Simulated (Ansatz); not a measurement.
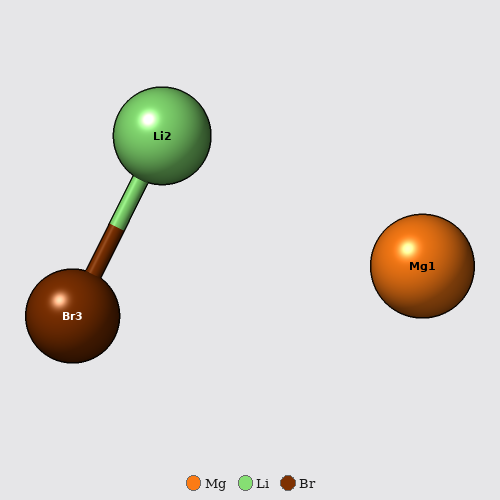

The system is Mg + LiBr; the picture shows the reference structure. The first coordinate is: distance Mg1–Li2; the second: distance Li2–Br3. Nothing is relaxed (the angle Mg1–Li2–Br3 is fixed at 90 degrees). The scan uses a 17 × 17 grid. Energies are in eV, from Mg far from the relaxed LiBr (each part in its own basis). Computed with RHF/def2-TZVPD (Ansatz 0.2.0).

Its coordinates:

```tsv
atom	x (Å)	y (Å)	z (Å)
Mg	-3.2530	0.0000	0.0000
Li	0.0000	0.0000	0.0000
Br	0.0000	2.2480	0.0000
```

Range: distance Mg1–Li2 from 2.152 to 3.752 Å; distance Li2–Br3 from 1.984 to 3.584 Å.

What landscape does the calculation give?

The lowest grid point is at distance Mg1–Li2 = 3.253 Å, distance Li2–Br3 = 2.248 Å, −0.07 eV from Mg far from the relaxed LiBr (each part in its own basis). The highest grid point, distance Mg1–Li2 = 2.152 Å, distance Li2–Br3 = 3.584 Å, lies 2.38 eV above the lowest.

| distance Li2–Br3 ↓, distance Mg1–Li2 → | 2.152 | 2.259 | 2.416 | 2.599 | 2.802 | 3.020 | 3.253 | 3.497 | 3.752 |
| --- | --- | --- | --- | --- | --- | --- | --- | --- | --- |
| 3.584 | 2.31 | 2.05 | 1.78 | 1.61 | 1.53 | 1.51 | 1.53 | 1.58 | 1.64 |
| 3.329 | 1.99 | 1.74 | 1.48 | 1.31 | 1.23 | 1.21 | 1.23 | 1.27 | 1.32 |
| 3.085 | 1.66 | 1.41 | 1.16 | 0.99 | 0.91 | 0.89 | 0.90 | 0.94 | 0.98 |
| 2.852 | 1.33 | 1.09 | 0.84 | 0.68 | 0.59 | 0.56 | 0.57 | 0.60 | 0.63 |
| 2.634 | 1.02 | 0.79 | 0.55 | 0.39 | 0.30 | 0.27 | 0.27 | 0.29 | 0.31 |
| 2.431 | 0.79 | 0.56 | 0.33 | 0.17 | 0.08 | 0.04 | 0.03 | 0.05 | 0.06 |
| 2.248 | 0.68 | 0.46 | 0.24 | 0.08 | −0.02 | −0.06 | −0.07 | −0.07 | −0.06 |
| 2.091 | 0.76 | 0.54 | 0.32 | 0.16 | 0.07 | 0.02 | 0.00 | 0.00 | 0.00 |
| 1.984 | 0.97 | 0.75 | 0.53 | 0.37 | 0.27 | 0.22 | 0.20 | 0.19 | 0.19 |

The table holds every second grid line.

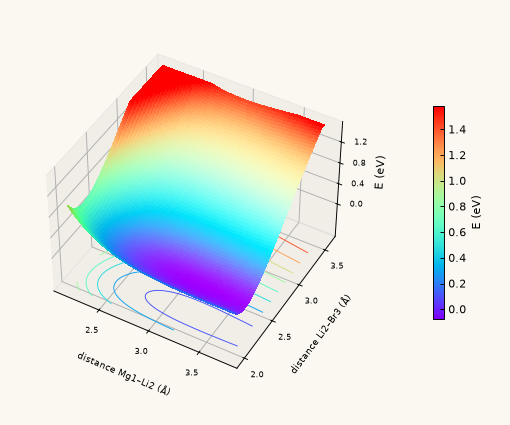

Drawn: a relief with its contours projected below, any walls above the top of the colour scale cut off. Between grid points the surface is interpolated.

Time for the 289 points that were run: 8.8 min on 1 thread of Arm Neoverse V2, on a shared host.
